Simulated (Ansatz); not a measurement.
**WS: magnetic order and moments**

This session on WS sets out to find which magnetic order is lowest.

Computed with Ansatz 0.2.0 (DFT PBE, scalar-relativistic, plane waves, PAW for the base; runs at other levels say so in their headings and inputs, unless a step's input says otherwise).

5 further runs of the same task are left out: 1 for a known fault of the program, 2 that didn't finish, 2 set aside as unsound or not needed.

## 1. Starting point

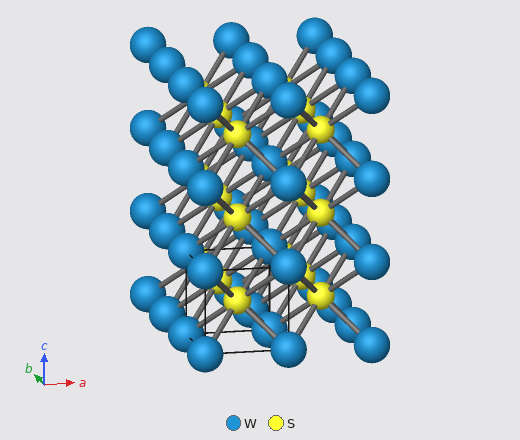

The starting structure, seen slightly off an axis (tungsten blue, sulfur yellow). 2×3×3 cells are drawn. Atoms on the faces are drawn again on the opposite ones.

Structure file:

```
CELL_PARAMETERS angstrom
3.00807 0.00000 0.00000
0.00000 3.00807 0.00000
0.00000 0.00000 3.00807
ATOMIC_POSITIONS crystal
W 0.00000 0.00000 0.00000
S 0.50000 0.50000 0.50000
```

It is the result of an earlier relaxation at this level (volume 13.61 Å³/atom; gap on the mesh: none (metal)).

The structure is invented: a known structure type filled with these elements, not a reported compound.

## 2. Magnetic start: large parallel starting moments

File input.yaml:

```yaml
crystal:
  lattice:
    - [3.0080722431, 0.0, 0.0]
    - [0.0, 3.0080722431, 0.0]
    - [0.0, 0.0, 3.0080722431]
  atoms:
    - { symbol: W, position: [0.0, 0.0, 0.0], spin: 2.5 }
    - { symbol: S, position: [0.5, 0.5, 0.5] }
basis:
  ecutwfc: 420
kpoints:
  mp_grid: { grid: [14, 14, 14] }
hamiltonian:
  xc: pbe
scf:
  occupations: { method: gaussian, width: 0.1 }
  lower_state_search: "off"
output:
  forces: true
  stress: true
  eigenvalues: true
  populations: true
magnetization:
  spin_polarized: true
```

The run is started by

```sh
$ ansatz run input.yaml --threads 1 --pin off --max-ram 2560MiB --backend cpu --events-out ev --progress --plain --runs-dir out
```

Log, shortened:

```text
Warning: RAYON_NUM_THREADS=1 ignored (pool sized by the plan → 1); use --threads N
[...]
Pseudopotentials: kind: paw
Pseudopotential: W, paw, valence charge 14, recommended cutoff 420 eV (normal), W.paw.azcp
Pseudopotential: S, paw, valence charge 6, recommended cutoff 420 eV (normal), S.paw.azcp
Functional definition: PBE
[...]
Crystal: 2 atoms, lattice volume = 27.219 Å³
Basis set: ecut = 420 eV, 515 PW (Γ), exchange–correlation on 48×48×48 points (8 copies of the dense FFT grid, shifted against one another)
Bands: 16, of which v1, the nominal top of the filled ones, is band 10 counted from 1 (9 counted from 0)
Symmetry: 48 space group operations
Space group: Pm-3m (ITA 221), of the structure as read, at distance tolerance 3.0e-5 Å
Magnetic group: BNS 221.92 (UNI 1594), of the structure as read, at distance tolerance 3.0e-5 Å
k-points: 120 of 2744
[...]
Starting moments: Σ|m| = 2.5 μB on 1 of 2 sites
[...]
SCF iter   1: F=—  HF=-11285.856666 eV  |F-HF|=—  |Δ(HF+E_count)|=         —  Δρ=8.75e-2 (↑8.75e-2 ↓7.58e-2)  dr2=1.96e-1  dr2_m=1.61e0  M=0.661 μB ∫|m|=0.723 μB  β_m=0.30  ethr=9.67e-4  ⟨swp⟩=1.0  Hψ=26559  notcnv=0
[...]
spin-set hold released at iteration 7 (site moments contracting): the magnetisation degrees of freedom join the quasi-Newton model from the next iteration; the mixer history was flushed
[...]
SCF iter  15: F=-11286.439915 eV  HF=-11286.439915 eV  |F-HF|=7.28e-12  |Δ(HF+E_count)|=  9.09e-11  Δρ=1.36e-7 (↑1.36e-7 ↓1.30e-7)  dr2=1.58e-12  dr2_m=3.85e-12  M=-0.000 μB ∫|m|=0.000 μB  ethr=1.61e-12  ⟨swp⟩=1.0  Hψ=10496  notcnv=0
WARN: the starting moments were not kept: the SCF closed with an absolute magnetisation of 1.8e-6 μB, where they sum to 2.5 μB in size (1 site). That is at most 0.1 of that sum. Measured as dr2_m measures the in/out step, that magnetisation stands 4.5e-13 eV from none, at or under the [...]
SCF converged after 15 iterations
Magnetization: -0.0000 μB (10.0000 up, 10.0000 down)
Absolute magnetization: 0.0000 μB (∫|ρ↑−ρ↓|, with the PAW one-centre terms)
Spin contamination: 0.0000 ħ² per cell (⟨S²⟩ above its minimum at these occupations)
Per-site moments (μB) at R_I (Å): [(-8.573727680996905e-7, 1.0745901288141688), (2.6630866018214725e-7, 1.0745901288141688)]
Free energy (F): -11286.439915 eV
[...]
E sigma→0 (E₀):  -11286.436346 eV
Entropy (-TS):   -0.007138 eV (-3.569 meV/atom)
Fermi energy:    20.043632 eV
[...]
--- Forces (eV/Å), atoms counted from 1 ---
  atom   1  W     -0.00000000     0.00000000    -0.00000000
  atom   2  S      0.00000000    -0.00000000    -0.00000000
[...]
--- Stress (GPa, compression-positive) ---
       -0.000331       0.000000       0.000000
        0.000000      -0.000331       0.000000
        0.000000       0.000000      -0.000331
  P = ⅓ Tr σ = -0.0003 GPa (-0.003 kbar)
--- Band table (eV; the first three rows and the last of 240) ---
  k-point 0 ↑: bands = ["-54.2891", "-18.4180", "-18.4180", "-18.4180", "2.4572", "15.5007", "15.5007", "17.2025", "17.2025", "17.2025", "21.2373", "21.2373", "21.2373", "22.4226", "29.4800", "29.4800"]
[...]
--- Löwdin populations: 2 sites ---
  site symbol       q [e]    m [muB]
     0      W     13.8191    -0.0000
     1      S      5.9185     0.0000
  spilling = 0.013120 (of n_electrons = 20.000000)
```

Wall time 13 s (1 thread of Arm Neoverse V1, shared host); peak memory 0.36 GiB.

Read-out: -5643.2182 eV/atom at zero smearing, pressure 0.00 GPa and no gap on the mesh. The moments have vanished. The log warns that the starting moments were lost.

## 3. Magnetic start: antiferromagnetic, doubled cell, propagation vector (0, 0, 1/2)

File input.yaml:

```yaml
crystal:
  lattice:
    - [3.0080722431, 0.0, 0.0]
    - [0.0, 3.0080722431, 0.0]
    - [0.0, 0.0, 6.0161444863]
  atoms:
    - { symbol: W, position: [0.0, 0.0, 0.0], spin: 1.0 }
    - { symbol: S, position: [0.5, 0.5, 0.25] }
    - { symbol: W, position: [0.0, 0.0, 0.5], spin: -1.0 }
    - { symbol: S, position: [0.5, 0.5, 0.75] }
basis:
  ecutwfc: 420
kpoints:
  mp_grid: { grid: [14, 14, 7] }
hamiltonian:
  xc: pbe
scf:
  occupations: { method: gaussian, width: 0.1 }
  lower_state_search: "off"
output:
  forces: true
  stress: true
  eigenvalues: true
  populations: true
magnetization:
  spin_polarized: true
```

The run is started by

```sh
$ ansatz run input.yaml --threads 1 --pin off --max-ram 2560MiB --backend cpu --events-out ev --progress --plain --runs-dir out
```

Log, shortened:

```text
Warning: RAYON_NUM_THREADS=1 ignored (pool sized by the plan → 1); use --threads N
[...]
Pseudopotentials: kind: paw
Pseudopotential: W, paw, valence charge 14, recommended cutoff 420 eV (normal), W.paw.azcp
Pseudopotential: S, paw, valence charge 6, recommended cutoff 420 eV (normal), S.paw.azcp
Functional definition: PBE
[...]
Crystal: 4 atoms, lattice volume = 54.437 Å³
Basis set: ecut = 420 eV, 1069 PW (Γ), exchange–correlation on 48×48×90 points (8 copies of the dense FFT grid, shifted against one another)
Bands: 26, of which v1, the nominal top of the filled ones, is band 20 counted from 1 (19 counted from 0)
Symmetry: 16 space group operations
Space group: P4/mmm (ITA 123), of the structure as read, at distance tolerance 3.8e-5 Å
Magnetic group: BNS 123.348 (UNI 1008), of the structure as read, at distance tolerance 3.8e-5 Å
k-points: 144 of 1372
[...]
Starting moments: Σ|m| = 2 μB on 2 of 4 sites
Starting magnetic order: antiferromagnet; a translation exchanges its spin sublattices: spin-degenerate at every k-point
[...]
WARN: the starting moments were not kept: the SCF closed with an absolute magnetisation of 6.6e-6 μB, where they sum to 2 μB in size (2 sites). That is at most 0.1 of that sum. Measured as dr2_m measures the in/out step, that magnetisation stands 5.1e-12 eV from none, at or under the [...]
Per-site moments (μB) at R_I (Å): [(-8.557010539003485e-7, 1.074590128820123), (-2.872930210487912e-9, 1.074590128820123), (8.62781946528376e-7, 1.074590128820123), (-2.872930200910785e-9, 1.074590128820123)]
Free energy (F): -22572.879830 eV
[...]
E sigma→0 (E₀):  -22572.872691 eV
Entropy (-TS):   -0.014277 eV (-3.569 meV/atom)
Fermi energy:    20.043632 eV
[...]
--- Forces (eV/Å), atoms counted from 1 ---
  atom   1  W     -0.00000000     0.00000000     0.00000000
  atom   2  S      0.00000000     0.00000000     0.00000107
  atom   3  W      0.00000000     0.00000000     0.00000000
  atom   4  S      0.00000000     0.00000000    -0.00000107
[...]
--- Stress (GPa, compression-positive) ---
       -0.000323       0.000000       0.000000
        0.000000      -0.000323       0.000000
        0.000000       0.000000      -0.000322
  P = ⅓ Tr σ = -0.0003 GPa (-0.003 kbar)
--- Band table (eV; the first three rows and the last of 288) ---
[... band rows left out ...]
[...]
--- Löwdin populations: 4 sites ---
  site symbol       q [e]    m [muB]
     0      W     13.8191    -0.0000
     1      S      5.9185    -0.0000
     2      W     13.8191     0.0000
     3      S      5.9185    -0.0000
  spilling = 0.013120 (of n_electrons = 40.000000)
```

Run time: 46 s. Hardware: 1 thread of Arm Neoverse V1, shared host; peak memory 0.54 GiB.

Result: -5643.2182 eV/atom at zero smearing, pressure 0.00 GPa and no gap on the mesh. The moments have vanished. The log warns that the starting moments were lost.

## 4. Which state is lowest

All runs keep the base geometry. A propagation vector, in units of the reciprocal vectors, doubles the cell. Energies are extrapolated to zero smearing. Site moments are spin moments in atom-centred spheres that scale with the neighbour distance.

```
                                                          start                    ends  energy above the lowest (meV/atom)  site moments (μB)  gap on the mesh (eV)  pressure (GPa)  CPU time
                                                        no spin  non-magnetic (imposed)                                0.00               none                 metal             0.0      13 s
                                large parallel starting moments            non-magnetic                                0.00     none over 0.05                 metal             0.0      13 s
antiferromagnetic, doubled cell, propagation vector (0, 0, 1/2)            non-magnetic                                0.00     none over 0.05                 metal             0.0      47 s
```

## 5. Magnetic start with r2SCAN: no spin polarisation

File input.yaml:

```yaml
crystal:
  lattice:
    - [3.0080722431, 0.0, 0.0]
    - [0.0, 3.0080722431, 0.0]
    - [0.0, 0.0, 3.0080722431]
  atoms:
    - { symbol: W, position: [0.0, 0.0, 0.0] }
    - { symbol: S, position: [0.5, 0.5, 0.5] }
basis:
  ecutwfc: 500
kpoints:
  mp_grid: { grid: [14, 14, 14] }
hamiltonian:
  xc: r2scan
scf:
  occupations: { method: gaussian, width: 0.1 }
  lower_state_search: "off"
output:
  forces: true
  stress: true
  eigenvalues: true
```

The run is started by

```sh
$ ansatz run input.yaml --threads 1 --pin off --max-ram 2560MiB --backend cpu --events-out ev --progress --plain --runs-dir out
```

Log, shortened:

```text
Warning: RAYON_NUM_THREADS=1 ignored (pool sized by the plan → 1); use --threads N
[...]
Pseudopotentials: kind: paw
Pseudopotential: W, paw, valence charge 14, recommended cutoff 500 eV (meta_gga), W.paw.azcp
Pseudopotential: S, paw, valence charge 6, recommended cutoff 500 eV (meta_gga), S.paw.azcp
Functional definition: r2SCAN
[...]
Crystal: 2 atoms, lattice volume = 27.219 Å³
Basis set: ecut = 500 eV, 739 PW (Γ), exchange–correlation on 96×96×96 points (64 copies of the dense FFT grid, shifted against one another)
Bands: 14, of which v1, the nominal top of the filled ones, is band 10 counted from 1 (9 counted from 0)
Symmetry: 48 space group operations
Space group: Pm-3m (ITA 221), of the structure as read, at distance tolerance 3.0e-5 Å
k-points: 120 of 2744
[...]
SCF iter   1: F=-11302.591890 eV  HF=-11302.523691 eV  |F-HF|=6.82e-2  |Δ(HF+E_count)|=         —  Δρ=8.32e-3  dr2=1.58e-2  dr2_τ=5.22e-2  ethr=1.77e-3  ⟨swp⟩=5.1  Hψ=10333  notcnv=0
[...]
SCF iter   6: F=-11302.607912 eV  HF=-11302.607912 eV  |F-HF|=4.37e-11  |Δ(HF+E_count)|=   3.85e-8  Δρ=5.89e-6  dr2=7.91e-9  dr2_τ=6.30e-10  ethr=3.69e-10  ⟨swp⟩=3.3  Hψ=6558  notcnv=0
[...]
SCF converged after 6 iterations
Free energy (F): -11302.607912 eV
[...]
E sigma→0 (E₀):  -11302.604517 eV
Entropy (-TS):   -0.006791 eV (-3.396 meV/atom)
Fermi energy:    20.033283 eV
[...]
--- Forces (eV/Å), atoms counted from 1 ---
  atom   1  W     -0.00000000     0.00000000    -0.00000000
  atom   2  S      0.00000000    -0.00000000     0.00000000
[...]
--- Stress (GPa, compression-positive) ---
       -3.066491       0.000000       0.000000
        0.000000      -3.066491       0.000000
        0.000000       0.000000      -3.066491
  P = ⅓ Tr σ = -3.0665 GPa (-30.665 kbar)
--- Band table (eV; the first three rows and the last of 120) ---
  k-point 0: bands = ["-56.3137", "-19.7988", "-19.7988", "-19.7988", "1.5527", "15.2308", "15.2308", "16.9309", "16.9309", "16.9309", "21.2794", "21.2794", "21.2794", "22.8174"]
[...]
```

It took 6.5 s on 1 thread of Arm Neoverse V1, shared host; peak memory 0.39 GiB.

Read-out: -5651.3023 eV/atom at zero smearing, pressure -3.07 GPa and no gap on the mesh.

## 6. Magnetic start with r2SCAN: large parallel starting moments

input.yaml: that of step 5 with these lines changed.

```diff
@@ -6,3 +6,3 @@
   atoms:
-    - { symbol: W, position: [0.0, 0.0, 0.0] }
+    - { symbol: W, position: [0.0, 0.0, 0.0], spin: 2.5 }
     - { symbol: S, position: [0.5, 0.5, 0.5] }
@@ -21 +21,4 @@
   eigenvalues: true
+  populations: true
+magnetization:
+  spin_polarized: true
```

The run is started by

```sh
$ ansatz run input.yaml --threads 1 --pin off --max-ram 2560MiB --backend cpu --events-out ev --progress --plain --runs-dir out
```

Log, shortened:

```text
Warning: RAYON_NUM_THREADS=1 ignored (pool sized by the plan → 1); use --threads N
[...]
Pseudopotentials: kind: paw
Pseudopotential: W, paw, valence charge 14, recommended cutoff 500 eV (meta_gga), W.paw.azcp
Pseudopotential: S, paw, valence charge 6, recommended cutoff 500 eV (meta_gga), S.paw.azcp
Functional definition: r2SCAN
[...]
Crystal: 2 atoms, lattice volume = 27.219 Å³
Basis set: ecut = 500 eV, 739 PW (Γ), exchange–correlation on 96×96×96 points (64 copies of the dense FFT grid, shifted against one another)
Bands: 16, of which v1, the nominal top of the filled ones, is band 10 counted from 1 (9 counted from 0)
Symmetry: 48 space group operations
Space group: Pm-3m (ITA 221), of the structure as read, at distance tolerance 3.0e-5 Å
Magnetic group: BNS 221.92 (UNI 1594), of the structure as read, at distance tolerance 3.0e-5 Å
k-points: 120 of 2744
[...]
Starting moments: Σ|m| = 2.5 μB on 1 of 2 sites
[...]
WARN: the starting moments were not kept: the SCF closed with an absolute magnetisation of 1.9e-5 μB, where they sum to 2.5 μB in size (1 site). That is at most 0.1 of that sum. Measured as dr2_m measures the in/out step, that magnetisation stands 8.2e-11 eV from none, at or under the [...]
Spin contamination: 0.0000 ħ² per cell (⟨S²⟩ above its minimum at these occupations)
Per-site moments (μB) at R_I (Å): [(1.364073714815262e-5, 1.0745901288141688), (-8.620025737647175e-7, 1.0745901288141688)]
Free energy (F): -11302.607912 eV
[...]
E sigma→0 (E₀):  -11302.604517 eV
Entropy (-TS):   -0.006791 eV (-3.396 meV/atom)
Fermi energy:    20.033297 eV
[...]
--- Forces (eV/Å), atoms counted from 1 ---
  atom   1  W     -0.00000000    -0.00000000     0.00000000
  atom   2  S      0.00000000     0.00000000     0.00000000
[...]
--- Stress (GPa, compression-positive) ---
       -3.066940       0.000000       0.000000
       -0.000000      -3.066940       0.000000
        0.000000       0.000000      -3.066940
  P = ⅓ Tr σ = -3.0669 GPa (-30.669 kbar)
--- Band table (eV; the first three rows and the last of 240) ---
  k-point 0 ↑: bands = ["-56.3137", "-19.7988", "-19.7988", "-19.7988", "1.5527", "15.2308", "15.2308", "16.9309", "16.9309", "16.9309", "21.2794", "21.2794", "21.2794", "22.8174", "29.9333", "29.9333"]
[...]
--- Löwdin populations: 2 sites ---
  site symbol       q [e]    m [muB]
     0      W     13.7952     0.0000
     1      S      5.9427    -0.0000
  spilling = 0.013107 (of n_electrons = 20.000000)
```

It took 33 s on 1 thread of Arm Neoverse V1, shared host; peak memory 0.44 GiB.

Read-out: -5651.3023 eV/atom at zero smearing, pressure -3.07 GPa and no gap on the mesh. The moments have vanished. The log warns that the starting moments were lost; that the state wasn't tested for a lower one.

## 7. Which state is lowest with r2SCAN

All runs keep the base geometry. Energies are extrapolated to zero smearing. Site moments are spin moments in atom-centred spheres that scale with the neighbour distance.

```
                          start                    ends  energy above the lowest (meV/atom)  site moments (μB)  gap on the mesh (eV)  pressure (GPa)  CPU time
                        no spin  non-magnetic (imposed)                                0.00               none                 metal            -3.1     6.5 s
large parallel starting moments            non-magnetic                                0.00     none over 0.05                 metal            -3.1      33 s
```

## 8. Results

| quantity | value |
| --- | --- |
| magnetic state | non-magnetic from all starts in the table |
| magnetic state with r2SCAN | non-magnetic from all starts in the table |

In words: No start in the table keeps a moment. All starts in the table with r2SCAN end without moments: as far as tried, the cell is non-magnetic at this level. The runs treat W without spin-orbit coupling.
